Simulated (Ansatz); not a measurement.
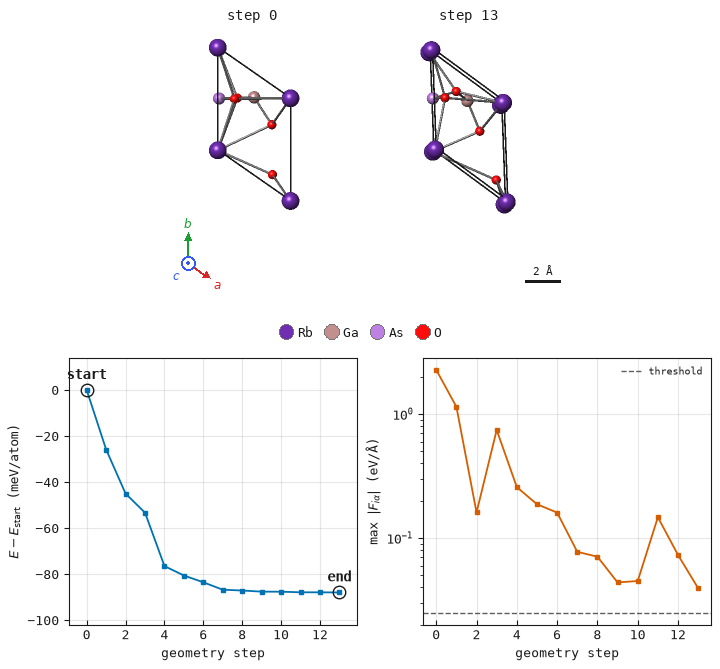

First and last geometry of a relaxation of crystalline RbGaAsO$_{4}$ (a generated structure, set up in P1) (coarse preliminary run), with the history of the run. Style: ball-and-stick. Shown: the cell of the calculation, reduced to other axes, along the c axis. Lengths and directions refer to the drawn axes.

Level of theory: DFT PBE, scalar-relativistic, plane waves, PAW (Ansatz). (plane-wave cutoff 420 eV; k-point mesh 4 × 4 × 4; occupations gaussian; smearing width 0.2 eV; no spin polarisation; cell and atoms relaxed; force threshold 0.025 eV/Å; at most 60 steps)

Q: Did the run converge, and what did it change?

A: The run was cut off at its time limit before the relaxation converged, so the last structure is only a point on the way. The atom that moves furthest relative to the cell is an O atom (0.64 Å roughly along +a). By element the largest moves are O 0.64 Å, Rb 0.14 Å, As 0.13 Å, Ga 0.04 Å. The drawn cell changes as follows: a 5.768 → 5.736 Å (−0.5 %), b 5.908 → 5.724 Å (−3.1 %), c 5.939 → 5.776 Å (−2.7 %), α 92.1° → 89.5°, β 117.9° → 116.6°, γ 119.2° → 123.3°; the volume changes by −8.4 %. Near-neighbour distances that change, for instance: O–Rb 3.546 → 4.189 Å, O–Rb 3.443 → 3.992 Å, O–Rb 3.442 → 2.949 Å, O–Rb 3.381 → 2.936 Å. Bond angles that change, for instance: Ga–O–As 177.0° → 135.9°, Ga–O–As 174.5° → 138.3°, Rb–O–As 99.9° → 129.6°. The space group stays P1 (No. 1). After 13 geometry steps the energy has fallen by 87.9 meV per atom. Largest force component: 2.3 eV/Å at the start, 0.039 eV/Å at the end. Pressure: 2.98 GPa at the start and 0.00 GPa at the end. Cost: 4.9 min on 1 thread of Intel(R) Xeon(R) Platinum 8259CL CPU @ 2.50GHz (Skylake/Cascade Lake), on a shared host, peak memory 0.55 GiB.
